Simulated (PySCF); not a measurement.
**As, As+: ionisation energy in aug-cc-pVDZ-DK**

Aim: the ionisation energy of arsenic from differences of total energies, at each level of theory, and how far each lands from the tabulated value where there is one.

Method: unrestricted determinants in a Gaussian basis, no spin-orbit coupling in the energies. Code: PySCF 2.14.0.

## Step 1: The atom as given

| Item | Value |
| --- | --- |
| Element | arsenic (Z = 33) |
| Basis | aug-cc-pVDZ-DK (6s5p3d, 36 functions) |
| Hamiltonian | the spin-free X2C one-electron Hamiltonian (Gaussian nucleus) |
| State 1 | As: [Ar] 3d10 4s2 4p3, high-spin 4S determinant |
| State 2 | As+: [Ar] 3d10 4s2 4p2, high-spin 3P determinant |
| Methods | UHF, B3LYP, PBE, MP2, CCSD(T) |
| Core shells frozen in the correlated runs | valence: [Ar] 3d10 (for As) |

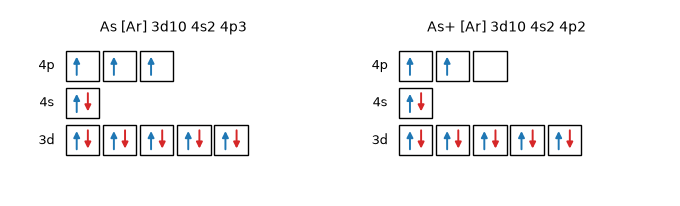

Outer shells as boxes.

The runs were made by one driver on top of PySCF. The scripts below sum up each run's settings (the driver also hands on starting orbitals that pick excited configurations, and frozen orbitals as a list rather than a count), and the logs come from the driver's own runs. The driver starts from symmetry-adapted Hartree-Fock orbitals, holds the occupation by maximum overlap and uses a logarithmic radial grid for functionals, so a plain start would take other cycles.

The driver's launch:

```console
$ OMP_NUM_THREADS=1 python atomrun2.py TASK.json OUT
```

The integrals over 36 functions and the set-up took 0.15 s of CPU time.

## Step 2: As

Level: UHF.

The input, input.py:

```python
from pyscf import gto, scf, dft, mp, cc
import basis_set_exchange as bse
mol = gto.M(atom="As 0 0 0", charge=0, spin=3, symmetry="D2h",
            basis=gto.basis.parse(bse.get_basis("aug-cc-pVDZ-DK", elements=["As"], fmt="nwchem", header=False)),
            nucmod="G")
mf = scf.UHF(mol).sfx2c1e()
mf.irrep_nelec = {'Ag': (6, 6), 'B1g': (1, 1), 'B2g': (1, 1), 'B3g': (1, 1), 'B1u': (3, 2), 'B2u': (3, 2), 'B3u': (3, 2)}
mf.kernel()
```

Output:

```text
damping factor = 0
level_shift factor = 0
DIIS = <class 'pyscf.scf.diis.CDIIS'>
diis_start_cycle = 1
diis_space = 10
diis_damp = 0
SCF conv_tol = 1e-09
SCF conv_tol_grad = None
number electrons alpha = 18  beta = 15
cycle= 1 E= -2258.91786461809  delta_E= -3e-11  |g|= 1.24e-06  |ddm|= 2.04e-05
converged SCF energy = -2258.91786461809  <S^2> = 3.7509838  2S+1 = 4.0004919
```

Time after the integrals: 0.09 s (1 thread of Neoverse-V2, shared host).

The occupied shells:

```tsv
shell	electrons	mean orbital energy (eV)	spread (eV)	rms radius (bohr)
1s α	1	-11943.9	0	0.0524
1s β	1	-11943.7	0	0.0524
2s α	1	-1572.4	0	0.219
2s β	1	-1572.3	0	0.219
2p α	3	-1374.2	0	0.196
2p β	3	-1374.0	0	0.196
3s α	1	-225.50	0	0.639
3s β	1	-225.10	0	0.639
3p α	3	-161.89	0	0.667
3p β	3	-161.34	0	0.667
3d α	5	-56.428	0	0.751
3d β	5	-56.116	0	0.751
4s α	1	-22.697	0	2.14
4s β	1	-15.676	0	2.14
4p α	3	-10.048	0	2.71
```

⟨S²⟩ = 3.751, ⟨L²⟩ = 0.00.

Level: B3LYP.

input.py differs from the last one in:

```diff
@@ -5,3 +5,3 @@
             nucmod="G")
-mf = scf.UHF(mol).sfx2c1e()
+mf = dft.UKS(mol, xc="B3LYP").sfx2c1e()
 mf.irrep_nelec = {'Ag': (6, 6), 'B1g': (1, 1), 'B2g': (1, 1), 'B3g': (1, 1), 'B1u': (3, 2), 'B2u': (3, 2), 'B3u': (3, 2)}
```

Output:

```text
damping factor = 0
level_shift factor = 0
DIIS = <class 'pyscf.scf.diis.CDIIS'>
diis_start_cycle = 1
diis_space = 10
diis_damp = 0
SCF conv_tol = 1e-09
SCF conv_tol_grad = None
number electrons alpha = 18  beta = 15
XC functionals = B3LYP
    P. J. Stephens, F. J. Devlin, C. F. Chabalowski, and M. J. Frisch.,  J. Phys. Chem. 98, 11623 (1994)
cycle= 1 E= -2260.65535750528  delta_E= -0.00658  |g|= 0.0395  |ddm|= 0.415
cycle= 2 E= -2260.65566554422  delta_E= -0.000308  |g|= 0.0166  |ddm|= 0.0755
cycle= 3 E= -2260.65574520433  delta_E= -7.97e-05  |g|= 0.00143  |ddm|= 0.0388
cycle= 4 E= -2260.65574647378  delta_E= -1.27e-06  |g|= 3.22e-05  |ddm|= 0.0074
cycle= 5 E= -2260.65574647568  delta_E= -1.9e-09  |g|= 6.44e-07  |ddm|= 0.000325
cycle= 6 E= -2260.65574647568  delta_E= 4.55e-13  |g|= 2.77e-08  |ddm|= 6.15e-06
converged SCF energy = -2260.65574647568  <S^2> = 3.7503811  2S+1 = 4.0001905
```

Time after the integrals: 0.47 s (1 thread of Neoverse-V2, shared host).

Level: PBE.

input.py differs from the last one in:

```diff
@@ -5,3 +5,3 @@
             nucmod="G")
-mf = dft.UKS(mol, xc="B3LYP").sfx2c1e()
+mf = dft.UKS(mol, xc="PBE").sfx2c1e()
 mf.irrep_nelec = {'Ag': (6, 6), 'B1g': (1, 1), 'B2g': (1, 1), 'B3g': (1, 1), 'B1u': (3, 2), 'B2u': (3, 2), 'B3u': (3, 2)}
```

Output:

```text
damping factor = 0
level_shift factor = 0
DIIS = <class 'pyscf.scf.diis.CDIIS'>
diis_start_cycle = 1
diis_space = 10
diis_damp = 0
SCF conv_tol = 1e-09
SCF conv_tol_grad = None
number electrons alpha = 18  beta = 15
XC functionals = PBE
    J. P. Perdew, K. Burke, and M. Ernzerhof.,  Phys. Rev. Lett. 77, 3865 (1996)
    J. P. Perdew, K. Burke, and M. Ernzerhof.,  Phys. Rev. Lett. 78, 1396 (1997)
    J. P. Perdew, K. Burke, and M. Ernzerhof.,  Phys. Rev. Lett. 77, 3865 (1996)
    J. P. Perdew, K. Burke, and M. Ernzerhof.,  Phys. Rev. Lett. 78, 1396 (1997)
cycle= 1 E= -2260.30172913936  delta_E= -0.00864  |g|= 0.0638  |ddm|= 0.453
cycle= 2 E= -2260.30241874858  delta_E= -0.00069  |g|= 0.0337  |ddm|= 0.121
cycle= 3 E= -2260.30275501481  delta_E= -0.000336  |g|= 0.00293  |ddm|= 0.0827
cycle= 4 E= -2260.30276166985  delta_E= -6.66e-06  |g|= 1.15e-05  |ddm|= 0.0156
cycle= 5 E= -2260.30276166994  delta_E= -8.64e-11  |g|= 1.26e-07  |ddm|= 6.38e-05
converged SCF energy = -2260.30276166994  <S^2> = 3.7504584  2S+1 = 4.0002292
```

It took 0.37 s on 1 thread of Neoverse-V2, shared host, the integrals not counted.

Level: MP2 (valence).

input.py differs from the last one in:

```diff
@@ -5,4 +5,5 @@
             nucmod="G")
-mf = dft.UKS(mol, xc="PBE").sfx2c1e()
+mf = scf.UHF(mol).sfx2c1e()
 mf.irrep_nelec = {'Ag': (6, 6), 'B1g': (1, 1), 'B2g': (1, 1), 'B3g': (1, 1), 'B1u': (3, 2), 'B2u': (3, 2), 'B3u': (3, 2)}
 mf.kernel()
+mp.UMP2(mf, frozen=14).kernel()
```

This step left no log, only its results.

Time after the integrals: 0.01 s (1 thread of Neoverse-V2, shared host).

With 5 electrons correlated, the MP2 correlation energy is -0.05651 hartree (-0.01587 same spin, -0.04064 opposite spin); the SCS form gives -0.05406. Largest pairs of shells: 4s-4p -0.0358, 4p-4p -0.0132, 4s-4s -0.0074.

Level: CCSD(T) (valence).

input.py differs from the last one in:

```diff
@@ -8,2 +8,3 @@
 mf.kernel()
-mp.UMP2(mf, frozen=14).kernel()
+mycc = cc.CCSD(mf, frozen=14).run()
+mycc.ccsd_t()
```

Output:

```text
CC2 = 0
CCSD nocc = (np.int64(4), np.int64(1)), nmo = (22, 22)
frozen orbitals [[0, 1, 2, 3, 4, 5, 6, 7, 8, 9, 10, 11, 12, 13], [0, 1, 2, 3, 4, 5, 6, 7, 8, 9, 10, 11, 12, 13]]
max_cycle = 100
direct = 0
conv_tol = 1e-08
conv_tol_normt = 1e-06
diis_space = 8
diis_start_cycle = 0
Init t2, MP2 energy = -0.0565088447129705
Init E_corr(UCCSD) = -0.0565088447151311
cycle = 1  E_corr(UCCSD) = -0.0680950333988083  dE = -0.0115861887  norm(t1,t2) = 0.0405301
cycle = 2  E_corr(UCCSD) = -0.0705240864143369  dE = -0.00242905302  norm(t1,t2) = 0.0109555
cycle = 3  E_corr(UCCSD) = -0.0713819123974236  dE = -0.000857825983  norm(t1,t2) = 0.00379392
cycle = 4  E_corr(UCCSD) = -0.0713631094781739  dE = 1.88029192e-05  norm(t1,t2) = 0.000609461
cycle = 5  E_corr(UCCSD) = -0.0713638484692571  dE = -7.38991083e-07  norm(t1,t2) = 8.67585e-05
cycle = 6  E_corr(UCCSD) = -0.0713633527560281  dE = 4.95713229e-07  norm(t1,t2) = 1.88617e-05
cycle = 7  E_corr(UCCSD) = -0.0713637259298056  dE = -3.73173777e-07  norm(t1,t2) = 4.43364e-06
cycle = 8  E_corr(UCCSD) = -0.0713635859358794  dE = 1.39993926e-07  norm(t1,t2) = 7.14561e-07
cycle = 9  E_corr(UCCSD) = -0.0713636047928742  dE = -1.88569948e-08  norm(t1,t2) = 1.74729e-07
cycle = 10  E_corr(UCCSD) = -0.0713636070331435  dE = -2.24026932e-09  norm(t1,t2) = 3.10306e-08
UCCSD converged
E(UCCSD) = -2258.989228225118  E_corr = -0.07136360703314354
UCCSD(T) correction = -0.00111013218597769
```

Time after the integrals: 0.16 s (1 thread of Neoverse-V2, shared host).

CCSD correlation -0.07136 hartree, triples -0.00111; total -2258.990338. T1 = 0.003, largest double amplitude 0.037.

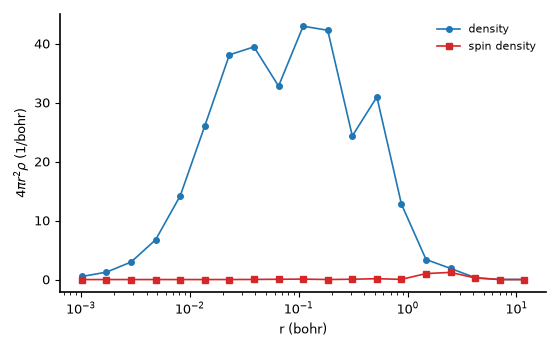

Radial density 4πr²ρ of As at UHF, at 19 stored radii joined by straight lines.

## Step 3: As+: the ladder of methods

Level: UHF.

The input, input.py:

```python
from pyscf import gto, scf, dft, mp, cc
import basis_set_exchange as bse
mol = gto.M(atom="As 0 0 0", charge=1, spin=2, symmetry="D2h",
            basis=gto.basis.parse(bse.get_basis("aug-cc-pVDZ-DK", elements=["As"], fmt="nwchem", header=False)),
            nucmod="G")
mf = scf.UHF(mol).sfx2c1e()
mf.irrep_nelec = {'Ag': (6, 6), 'B1g': (1, 1), 'B2g': (1, 1), 'B3g': (1, 1), 'B1u': (3, 2), 'B2u': (3, 2), 'B3u': (2, 2)}
mf.kernel()
```

Output:

```text
damping factor = 0
level_shift factor = 0
DIIS = <class 'pyscf.scf.diis.CDIIS'>
diis_start_cycle = 1
diis_space = 10
diis_damp = 0
SCF conv_tol = 1e-09
SCF conv_tol_grad = None
number electrons alpha = 17  beta = 15
cycle= 1 E= -2258.57072165352  delta_E= -0.00315  |g|= 0.019  |ddm|= 0.0717
cycle= 2 E= -2258.57107417044  delta_E= -0.000353  |g|= 0.0064  |ddm|= 0.0237
cycle= 3 E= -2258.57112070569  delta_E= -4.65e-05  |g|= 0.000223  |ddm|= 0.0131
cycle= 4 E= -2258.57112077432  delta_E= -6.86e-08  |g|= 3.41e-05  |ddm|= 0.00159
cycle= 5 E= -2258.57112077583  delta_E= -1.51e-09  |g|= 8.47e-06  |ddm|= 0.000308
cycle= 6 E= -2258.57112077593  delta_E= -9.19e-11  |g|= 9.02e-07  |ddm|= 8.78e-05
converged SCF energy = -2258.57112077593  <S^2> = 2.008426  2S+1 = 3.0056121
```

Time after the integrals: 0.08 s (1 thread of Neoverse-V2, shared host).

The occupied shells:

```tsv
shell	electrons	mean orbital energy (eV)	spread (eV)	rms radius (bohr)
1s α	1	-11954.1	0	0.0524
1s β	1	-11953.9	0	0.0524
2s α	1	-1582.5	0	0.219
2s β	1	-1582.4	0	0.219
2p α	3	-1384.3	0.062	0.196
2p β	3	-1384.1	0.162	0.196
3s α	1	-235.54	0	0.639
3s β	1	-235.21	0	0.639
3p α	3	-171.88	0.023	0.667
3p β	3	-171.43	0.568	0.667
3d α	5	-66.451	0.349	0.750
3d β	5	-66.192	0.589	0.750
4s α	1	-30.489	0	2.05
4s β	1	-25.364	0	2.05
4p α	2	-18.430	0	2.50
```

⟨S²⟩ = 2.008, ⟨L²⟩ = 2.02.

Level: B3LYP.

input.py differs from the last one in:

```diff
@@ -5,3 +5,3 @@
             nucmod="G")
-mf = scf.UHF(mol).sfx2c1e()
+mf = dft.UKS(mol, xc="B3LYP").sfx2c1e()
 mf.irrep_nelec = {'Ag': (6, 6), 'B1g': (1, 1), 'B2g': (1, 1), 'B3g': (1, 1), 'B1u': (3, 2), 'B2u': (3, 2), 'B3u': (2, 2)}
```

Output:

```text
damping factor = 0
level_shift factor = 0
DIIS = <class 'pyscf.scf.diis.CDIIS'>
diis_start_cycle = 1
diis_space = 10
diis_damp = 0
SCF conv_tol = 1e-09
SCF conv_tol_grad = None
number electrons alpha = 17  beta = 15
XC functionals = B3LYP
    P. J. Stephens, F. J. Devlin, C. F. Chabalowski, and M. J. Frisch.,  J. Phys. Chem. 98, 11623 (1994)
cycle= 1 E= -2260.293252386  delta_E= -0.0069  |g|= 0.0401  |ddm|= 0.439
cycle= 2 E= -2260.29357596099  delta_E= -0.000324  |g|= 0.0164  |ddm|= 0.0925
cycle= 3 E= -2260.29365207633  delta_E= -7.61e-05  |g|= 0.000632  |ddm|= 0.0413
cycle= 4 E= -2260.29365227633  delta_E= -2e-07  |g|= 6e-05  |ddm|= 0.00334
cycle= 5 E= -2260.2936522787  delta_E= -2.37e-09  |g|= 8.57e-07  |ddm|= 0.000276
cycle= 6 E= -2260.2936522787  delta_E= -1.82e-12  |g|= 3.16e-08  |ddm|= 6.65e-06
converged SCF energy = -2260.2936522787  <S^2> = 2.0018373  2S+1 = 3.0012246
```

Time after the integrals: 0.47 s (1 thread of Neoverse-V2, shared host).

Level: PBE.

input.py differs from the last one in:

```diff
@@ -5,3 +5,3 @@
             nucmod="G")
-mf = dft.UKS(mol, xc="B3LYP").sfx2c1e()
+mf = dft.UKS(mol, xc="PBE").sfx2c1e()
 mf.irrep_nelec = {'Ag': (6, 6), 'B1g': (1, 1), 'B2g': (1, 1), 'B3g': (1, 1), 'B1u': (3, 2), 'B2u': (3, 2), 'B3u': (2, 2)}
```

Output:

```text
damping factor = 0
level_shift factor = 0
DIIS = <class 'pyscf.scf.diis.CDIIS'>
diis_start_cycle = 1
diis_space = 10
diis_damp = 0
SCF conv_tol = 1e-09
SCF conv_tol_grad = None
number electrons alpha = 17  beta = 15
XC functionals = PBE
    J. P. Perdew, K. Burke, and M. Ernzerhof.,  Phys. Rev. Lett. 77, 3865 (1996)
    J. P. Perdew, K. Burke, and M. Ernzerhof.,  Phys. Rev. Lett. 78, 1396 (1997)
    J. P. Perdew, K. Burke, and M. Ernzerhof.,  Phys. Rev. Lett. 77, 3865 (1996)
    J. P. Perdew, K. Burke, and M. Ernzerhof.,  Phys. Rev. Lett. 78, 1396 (1997)
cycle= 1 E= -2259.9379599335  delta_E= -0.00917  |g|= 0.0627  |ddm|= 0.504
cycle= 2 E= -2259.93866520843  delta_E= -0.000705  |g|= 0.0312  |ddm|= 0.129
cycle= 3 E= -2259.93894103495  delta_E= -0.000276  |g|= 0.00127  |ddm|= 0.0778
cycle= 4 E= -2259.93894198634  delta_E= -9.51e-07  |g|= 3.89e-05  |ddm|= 0.00816
cycle= 5 E= -2259.9389419876  delta_E= -1.26e-09  |g|= 4.6e-07  |ddm|= 0.000202
cycle= 6 E= -2259.9389419876  delta_E= -9.09e-13  |g|= 1.81e-08  |ddm|= 2.15e-06
converged SCF energy = -2259.9389419876  <S^2> = 2.0016011  2S+1 = 3.0010672
```

It took 0.43 s on 1 thread of Neoverse-V2, shared host, the integrals not counted.

Level: MP2 (valence).

input.py differs from the last one in:

```diff
@@ -5,4 +5,5 @@
             nucmod="G")
-mf = dft.UKS(mol, xc="PBE").sfx2c1e()
+mf = scf.UHF(mol).sfx2c1e()
 mf.irrep_nelec = {'Ag': (6, 6), 'B1g': (1, 1), 'B2g': (1, 1), 'B3g': (1, 1), 'B1u': (3, 2), 'B2u': (3, 2), 'B3u': (2, 2)}
 mf.kernel()
+mp.UMP2(mf, frozen=14).kernel()
```

This step left no log, only its results.

Time after the integrals: 0.01 s (1 thread of Neoverse-V2, shared host).

With 4 electrons correlated, the MP2 correlation energy is -0.04276 hartree (-0.00713 same spin, -0.03563 opposite spin); the SCS form gives -0.04513. Largest pairs of shells: 4s-4p -0.0256, 4s-4s -0.0128, 4p-4p -0.0043.

Level: CCSD(T) (valence).

input.py differs from the last one in:

```diff
@@ -8,2 +8,3 @@
 mf.kernel()
-mp.UMP2(mf, frozen=14).kernel()
+mycc = cc.CCSD(mf, frozen=14).run()
+mycc.ccsd_t()
```

Output:

```text
CC2 = 0
CCSD nocc = (np.int64(3), np.int64(1)), nmo = (22, 22)
frozen orbitals [[0, 1, 2, 3, 4, 5, 6, 7, 8, 9, 10, 11, 12, 13], [0, 1, 2, 3, 4, 5, 6, 7, 8, 9, 10, 11, 12, 13]]
max_cycle = 100
direct = 0
conv_tol = 1e-08
conv_tol_normt = 1e-06
diis_space = 8
diis_start_cycle = 0
Init t2, MP2 energy = -0.0427567823629482
Init E_corr(UCCSD) = -0.0427567823635641
cycle = 1  E_corr(UCCSD) = -0.0541497818593832  dE = -0.0113929995  norm(t1,t2) = 0.0458648
cycle = 2  E_corr(UCCSD) = -0.0573841636579041  dE = -0.0032343818  norm(t1,t2) = 0.0166487
cycle = 3  E_corr(UCCSD) = -0.0591310248844938  dE = -0.00174686123  norm(t1,t2) = 0.00720589
cycle = 4  E_corr(UCCSD) = -0.0591147195153514  dE = 1.63053691e-05  norm(t1,t2) = 0.00124147
cycle = 5  E_corr(UCCSD) = -0.0591251844025588  dE = -1.04648872e-05  norm(t1,t2) = 0.000165525
cycle = 6  E_corr(UCCSD) = -0.0591218537220314  dE = 3.33068053e-06  norm(t1,t2) = 2.61493e-05
cycle = 7  E_corr(UCCSD) = -0.0591232186592644  dE = -1.36493723e-06  norm(t1,t2) = 4.49209e-06
cycle = 8  E_corr(UCCSD) = -0.0591228448972468  dE = 3.73762018e-07  norm(t1,t2) = 1.25551e-06
cycle = 9  E_corr(UCCSD) = -0.059122884147987  dE = -3.92507402e-08  norm(t1,t2) = 1.956e-07
cycle = 10  E_corr(UCCSD) = -0.0591228850332996  dE = -8.85312608e-10  norm(t1,t2) = 3.25483e-08
UCCSD converged
E(UCCSD) = -2258.630243660959  E_corr = -0.05912288503329961
UCCSD(T) correction = -0.000716292404312589
```

Time after the integrals: 0.16 s (1 thread of Neoverse-V2, shared host).

CCSD correlation -0.05912 hartree, triples -0.00072; total -2258.630960. T1 = 0.007, largest double amplitude 0.093.

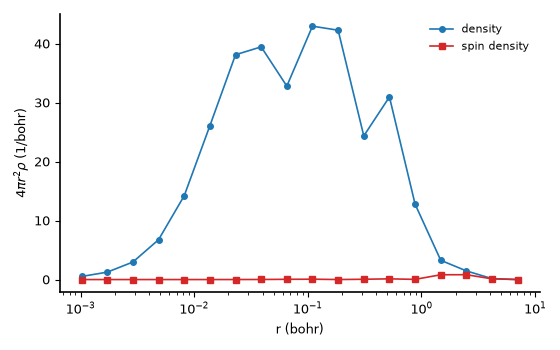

Radial density 4πr²ρ of As+ at UHF, at 18 stored radii joined by straight lines.

## Step 4: Orbital energies side by side

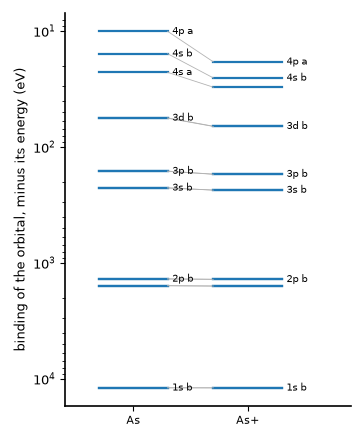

Hartree-Fock orbital energies of the states on a logarithmic scale (a, b: spin up and down; * marks an excited configuration).

## Step 5: Differences of total energies

Ionisation energy: As [Ar] 3d10 4s2 4p3 (4S) → As+ [Ar] 3d10 4s2 4p2 (3P).

```tsv
method	value (eV)	error (eV)	CPU time, both states (s)
UHF	9.435	-0.572	0.16
B3LYP	9.853	-0.154	0.94
PBE	9.900	-0.108	0.8
MP2 (valence)	9.810	-0.198	0.18
SCS-MP2 (valence)	9.678	-0.329	0.18
CCSD (valence)	9.768	-0.239	
CCSD(T) (valence)	9.779	-0.228	0.48
```

Reference: 10.008 eV (measured; NIST levels, between the centres of gravity of the two terms). Errors of the correlated levels include the incompleteness of this basis.

Times are CPU seconds on a shared host without the integrals; correlated rows include their Hartree-Fock run, whose time holds the symmetry-adapted start and any spin-orbit constants, while functionals begin from orbitals already made.

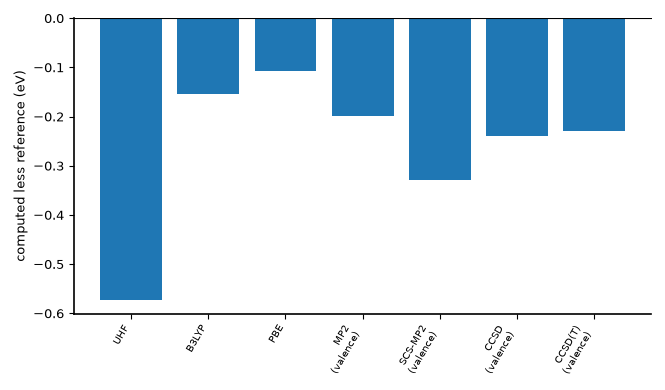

Computed less reference values by method.

## Step 6: What came out

| quantity | value |
| --- | --- |
| ionisation energy, As | UHF 9.435, CCSD(T) (valence) 9.779 eV; reference 10.008 |

Accuracy against cost (mean over 1 difference):

```tsv
method	mean absolute miss against the measured value (with the measured fine structure taken into account where it is known) (eV)	CPU time, both states (s)
UHF	0.572	0.16
B3LYP	0.154	0.94
PBE	0.108	0.8
MP2 (valence)	0.198	0.18
SCS-MP2 (valence)	0.329	0.18
CCSD (valence)	0.239	
CCSD(T) (valence)	0.228	0.48
```

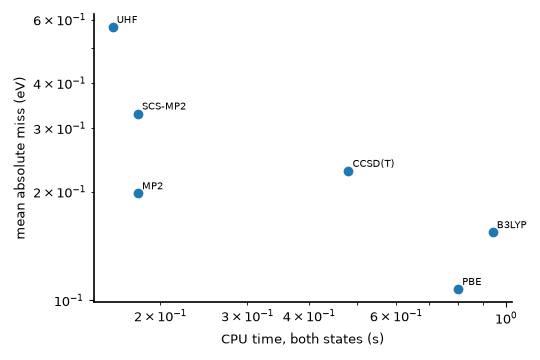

Miss against the measured value (with the measured fine structure taken into account where it is known) and CPU time.

In words: Against experiment PBE comes closest (off by 0.11 eV) and UHF is farthest (0.57 eV). Hartree-Fock falls short because the species with more electrons holds more correlation energy, which it lacks. PBE is off by -0.11 eV. The basis is finite, and no extrapolation was made. The dearest level timed, B3LYP, costs 5.9 times the cheapest, UHF, and differs from the measured value (with the measured fine structure taken into account where it is known) by 0.15 against 0.57 eV.
